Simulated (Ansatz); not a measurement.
# BHBr (SMILES [BH]Br): UBCCD(T)/STO-3G

Aim: the energy change on altering one bond length of BHBr at UBCCD(T)/STO-3G, from 2 runs. 

Program for the calculation: Ansatz 0.2.0.

50 further runs of the same task are left out: 6 that didn't finish, 44 set aside as unsound or not needed.

## 1. The structure to begin with

BHBr: 3 atoms, total charge 0, spin state doublet. As SMILES, `[BH]Br`. The coordinates come from a PBE0-D4/def2-TZVP relaxation.

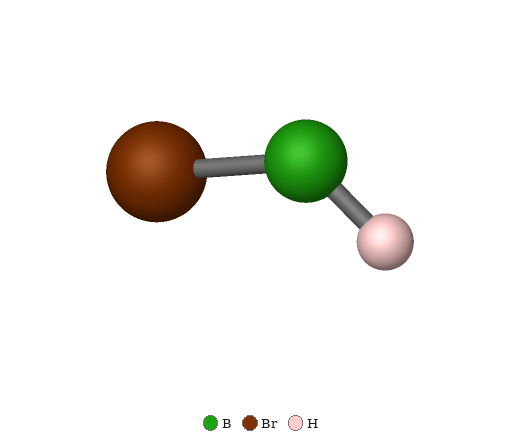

The structure, seen from a chosen angle (boron green, bromine brown, hydrogen pink).

## 2. The energy at UBCCD(T)/STO-3G

in.yaml

```yaml
basis:
  gaussian:
    orbitals: STO-3G
crystal:
  periodic: [false, false, false]
  atoms:
    - {symbol: B, position_ang: [-0.094500, -0.523000, -0.115700]}
    - {symbol: Br, position_ang: [1.181000, 0.563200, 0.709800]}
    - {symbol: H, position_ang: [-1.097400, -0.105000, -0.607300]}
magnetization:
  spin_polarized: true
  initial_magnetization: 1
correlation:
  method: bccd_t
  frozen_orbitals: {B: 1, Br: 9, H: 0}
accuracy: high
scf:
  omitted_lower_state_checks: [cluster_reference, increment]
```

Run with:

```sh
$ ansatz run in.yaml --threads 1 --pin off --max-ram 2610MiB --events-out events.jsonl --progress --plain --runs-dir runs
```

Output, shortened:

```text
Warning: RAYON_NUM_THREADS=1 ignored (pool sized by the plan → 1); use --threads N
Functional definition: HF
  name "HF"
[...]
321 factors; integrals over basis functions are off by at most 9.4e-9 eV
[...]
mean field -69921.33797255 eV, -2569.5617761060 hartree, gradient 1.5e-8 eV, S^2 0.753573; 0 other end points of the search recorded, 0 dependent functions left out
10 core orbitals not correlated: weight in the atoms' cores, before any rotation towards them, 1.000 or more for the frozen orbitals, at most 0.000 for the correlated occupied ones
reference -69921.33797255 eV, -2569.5617761060 hartree; 11, 10 occupied and 3, 4 virtual orbitals, 321 factors
second order -0.91299368 eV of doubles, -0.00000000 eV of singles
cycle   1  -1.09820079 eV  change   -1.9e-1 eV  update   5.9e-2
[...]
cycle  21  -1.23978524 eV  change  -5.5e-10 eV  update   1.3e-9
perturbative correction -0.06351454 eV, -0.0023341163 hartree
Total energy: -69922.64127233 eV, -2569.6096714895 hartree
Checks for a lower state left out: cluster_reference, increment
```

Run time: 0.62 s. Hardware: 1 thread of Arm Neoverse V1, shared host.

## 3. The distorted shape at the same level

input.yaml

```yaml
crystal:
  periodic: [false, false, false]
  atoms:
    - symbol: B
      position_ang: [0.156223, -0.627499, 0.007199]
    - symbol: Br
      position_ang: [1.431723, 0.458701, 0.832699]
    - symbol: H
      position_ang: [-1.097400, -0.105000, -0.607300]
basis:
  gaussian: {orbitals: STO-3G}
correlation: {method: bccd_t, frozen_orbitals: {B: 1, Br: 9, H: 0}}
magnetization: {spin_polarized: true, initial_magnetization: 1}
scf: {omitted_lower_state_checks: [cluster_reference, increment]}
accuracy: high
```

Run with:

```sh
$ ansatz run input.yaml --threads 1 --pin off --max-ram 2610MiB --events-out events.jsonl --progress --plain --runs-dir runs
```

Output, shortened:

```text
Warning: RAYON_NUM_THREADS=1 ignored (pool sized by the plan → 1); use --threads N
[... 2 set-up lines as earlier in the session ...]
[...]
319 factors; integrals over basis functions are off by at most 9.5e-9 eV
[...]
mean field -69920.11340255 eV, -2569.5167739885 hartree, gradient 2.6e-8 eV, S^2 0.753225; 0 other end points of the search recorded, 0 dependent functions left out
10 core orbitals not correlated: weight in the atoms' cores, before any rotation towards them, 1.000 or more for the frozen orbitals, at most 0.000 for the correlated occupied ones
reference -69920.11340255 eV, -2569.5167739885 hartree; 11, 10 occupied and 3, 4 virtual orbitals, 319 factors
second order -1.10959780 eV of doubles, -0.00000000 eV of singles
cycle   1  -1.36847945 eV  change   -2.6e-1 eV  update   6.8e-2
[...]
cycle  22  -1.57637993 eV  change  -2.8e-10 eV  update   1.5e-9
perturbative correction -0.07263732 eV, -0.0026693724 hartree
Total energy: -69921.76241980 eV, -2569.5773742549 hartree
Checks for a lower state left out: cluster_reference, increment
```

Wall time 0.64 s (1 thread of Arm Neoverse V1, shared host).

## 4. What came out

At UBCCD(T)/STO-3G, 10 core orbitals frozen:

| quantity | value |
| --- | --- |
| first shape: total energy | -2569.60967 Eh |
| first shape: correlation energy (10 core orbitals frozen) | -47.9 mEh |
| first shape: (T) correction | -2.33 mEh |
| first shape: ⟨S²⟩ of the reference determinant | 0.754 |
| distorted shape: total energy | -2569.57737 Eh |
| distorted shape: correlation energy (10 core orbitals frozen) | -60.6 mEh |
| distorted shape: (T) correction | -2.67 mEh |
| distorted shape: ⟨S²⟩ of the reference determinant | 0.753 |
| energy change with the B1–H3 bond stretched from 1.193 to 1.491 Å | 0.879 eV |

What this shows: With the B1–H3 bond stretched from 1.193 to 1.491 Å the energy rises by 0.88 eV (84.8 kJ/mol). The first shape isn't relaxed at this level, so the change isn't measured from a minimum. The minimal basis adds a large error of its own. The triples (first shape) make up 4.9 % of the correlation energy. The triples (distorted shape) make up 4.4 % of the correlation energy.
